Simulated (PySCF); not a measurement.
# C$_{7}$H$_{6}$O$_{2}$S, SMILES `O=c1cc2c(co1)CC2S`: electronic structure

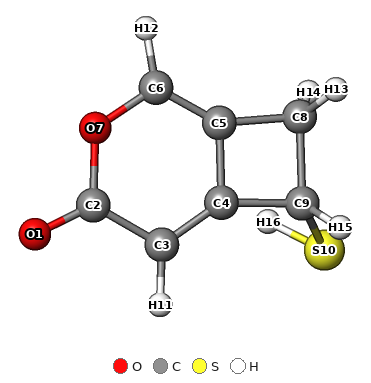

The molecule, with its atoms numbered as below. No frequency check shows the geometry to be a minimum.

Geometry (Å), atoms numbered from 1:

```
O1      -3.1117   -1.3524   -0.0474
C2      -2.1345   -0.6533    0.0085
C3      -0.7971   -1.1016    0.3874
C4       0.1671   -0.1693    0.3976
C5      -0.0658    1.1974    0.0366
C6      -1.2978    1.5907   -0.3081
O7      -2.2937    0.6873   -0.3133
C8       1.3770    1.5752    0.2328
C9       1.6283    0.0935    0.6429
S10      2.7957   -0.8587   -0.3765
H11     -0.6760   -2.1438    0.6312
H12     -1.6241    2.5783   -0.6008
H13      1.5624    2.3041    1.0192
H14      1.8937    1.8848   -0.6740
H15      1.9586   -0.0565    1.6697
H16      2.1341   -0.7031   -1.5230
```

### 1. Bonding charge

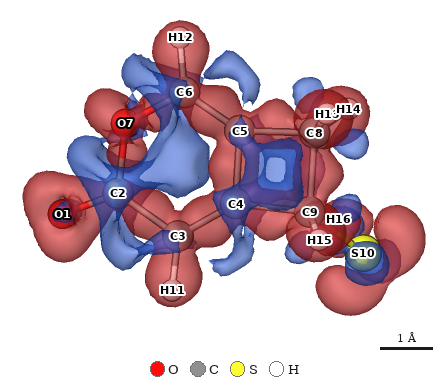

Deformation density (molecule less spherical, spin-averaged free atoms at the same positions), surfaces at ±0.06 e/Å³; red: gain, blue: loss.

Computed with PySCF, PBE0/6-31+G*, geometry: GFN2-xTB.

**How much density has each bond gained at its critical point, relative to the free atoms?**

The five largest and four smallest: C6–H12: +0.75 e/Å³ at the bond critical point (bond length 1.08 Å). C5–C6: +0.70 e/Å³ at the bond critical point (bond length 1.34 Å). C3–H11: +0.70 e/Å³ at the bond critical point (bond length 1.08 Å). C3–C4: +0.69 e/Å³ at the bond critical point (bond length 1.34 Å). O1–C2: +0.69 e/Å³ at the bond critical point (bond length 1.20 Å). S10–H16: +0.38 e/Å³ at the bond critical point (bond length 1.33 Å). C9–S10: +0.25 e/Å³ at the bond critical point (bond length 1.82 Å). C6–O7: +0.16 e/Å³ at the bond critical point (bond length 1.34 Å). C2–O7: +0.12 e/Å³ at the bond critical point (bond length 1.39 Å); up to 0.6 Å beside the axis the gain reaches +0.35 e/Å³. In all, 3.9 electrons gather in the regions of gain relative to the promolecule. A small or negative value marks a very polar bond, one between electron-rich atoms, whose free-atom densities already overlap strongly, a long bond to a heavier atom, or a closed-shell contact such as a hydrogen bond.

**Where do the Hirshfeld charges lie?**

The highest Hirshfeld charge is on C2 (+0.18 e), the lowest on O1 (−0.29 e).

| atom | charge (e) |
| --- | --- |
| O1 | −0.29 |
| C2 | +0.18 |
| C3 | −0.06 |
| C4 | −0.01 |
| C5 | −0.05 |
| C6 | +0.06 |
| O7 | −0.09 |
| C8 | −0.06 |
| C9 | −0.03 |
| S10 | −0.05 |
| H11 | +0.07 |
| H12 | +0.08 |
| H13 | +0.06 |
| H14 | +0.05 |
| H15 | +0.07 |
| H16 | +0.06 |

### 2. Bond critical points

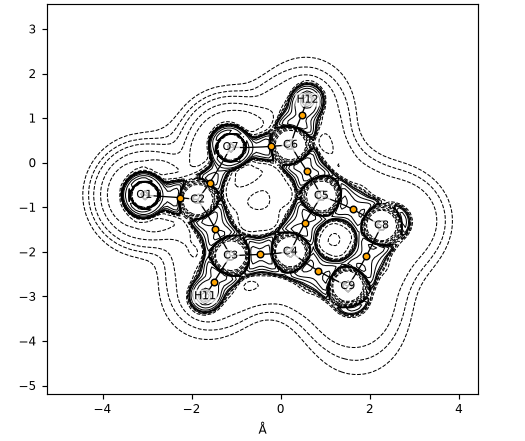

Negative Laplacian of the density (−∇²ρ) in a plane through 11 of the atoms (solid lines positive, dashed lines negative, contours at ±0.02 to ±8 a.u.), with bond paths and bond critical points (dots).

**Sort the bonds in the plane by the sign of ∇²ρ at their critical points.**

Concentrated (∇²ρ < 0): C5–C6 (−1.02 a.u.); C3–C4 (−1.00 a.u.); C4–C5 (−0.80 a.u.); C6–O7 (−0.05 a.u.); C6–H12 (−1.08 a.u.); C2–C3 (−0.74 a.u.); C3–H11 (−1.03 a.u.); C2–O7 (−0.37 a.u.); C4–C9 (−0.61 a.u.); C5–C8 (−0.58 a.u.); C8–C9 (−0.52 a.u.). Depleted (∇²ρ > 0): O1–C2 (+0.28 a.u., H = −0.722). A positive Laplacian with clearly negative H marks a strongly polar covalent bond, whose critical point lies close to the core of the less electronegative atom.

**Where along C6–O7 does the critical point lie?**

0.44 Å from C6 and 0.91 Å from O7.

### 3. Local ionisation energy

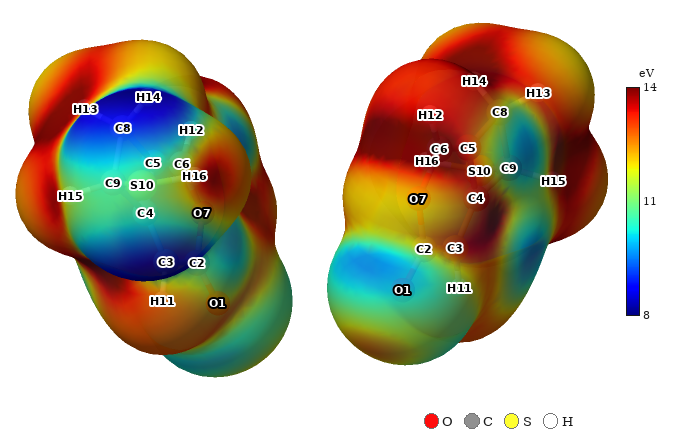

Average local ionisation energy on the surface of electron density 0.001 a.u. (back view left, front view right).

**Where are the most loosely bound electrons on this surface?**

The lowest value is 8.2 eV, 2.3 Å from S10. Further minima include 9.6 eV, 1.9 Å from O1; 9.7 eV, over C3, off the plane of its three bonds (2.0 Å); 9.7 eV, over C3, off the plane of its three bonds (2.0 Å). For comparison, the highest occupied orbital lies at −7.0 eV.

**What volume does the surface enclose, and what is the dipole moment?**

About 177 Å³; the dipole moment is 5.0 D.

### 4. In an electric field

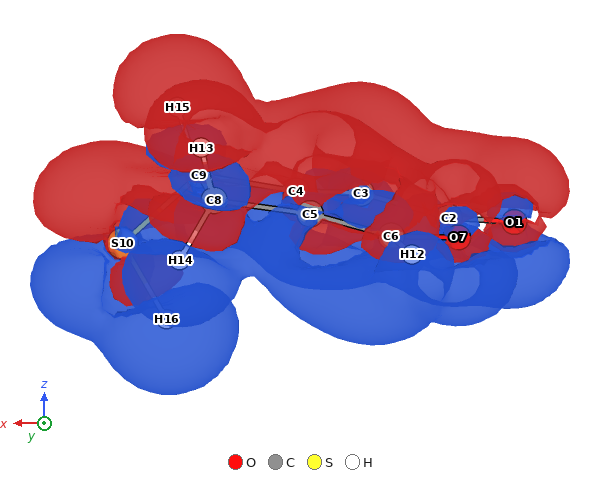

Change of the electron density in a uniform field of 0.51 V/Å, surfaces at ±0.002 e/Å³ (blue: gain, red: loss).

Method: CAM-B3LYP/6-31+G*; geometry: GFN2-xTB; program: PySCF. The basis has diffuse s and p functions alone, which still leaves polarisabilities too small, most of all across bonds.

**Along which Cartesian direction does the field point?**

Along +z: electrons gather on the −z side, against the field.

**What dipole is induced, and what polarisability does it imply?**

The induced dipole is 1.75 D (along the field); α along this axis, from the fields in both directions, is 69 bohr³ (10.2 Å³).

**Which atoms gain and lose the most charge?**

Electrons gather most on H16 (Hirshfeld charge changes by −0.022 e) and leave H15 most (+0.018 e); 0.181 electrons are displaced in all.

### 5. Removing or adding an electron

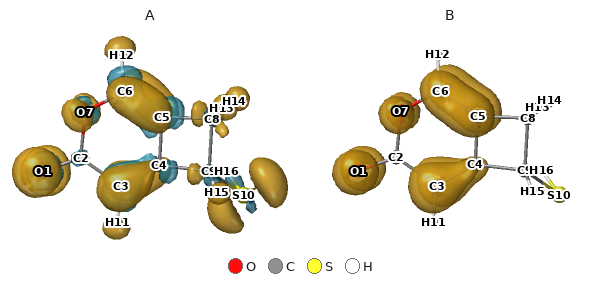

The Fukui function f⁻ from two separate SCF calculations and the density of the HOMO, at ±0.02 e/Å³ (yellow positive, teal negative).

Computed with PySCF, PBE0/def2-SVP, geometry: GFN2-xTB.

**Which panel is which, and how good is the frozen-orbital picture?**

A is f⁻ (it has negative regions), B the HOMO density. The HOMO lies on O1 (20 %), C3 (18 %) and C5 and C6 (16 % each); f⁻ (Hirshfeld-condensed) is largest on S10 (0.17), O1 (0.16) and C3 (0.10); the vertical ionisation energy is 8.70 eV (the stability of the cation's solution wasn't checked). Relaxation shifts 32 % of the electron between atoms. The orbital energy is −6.89 eV.
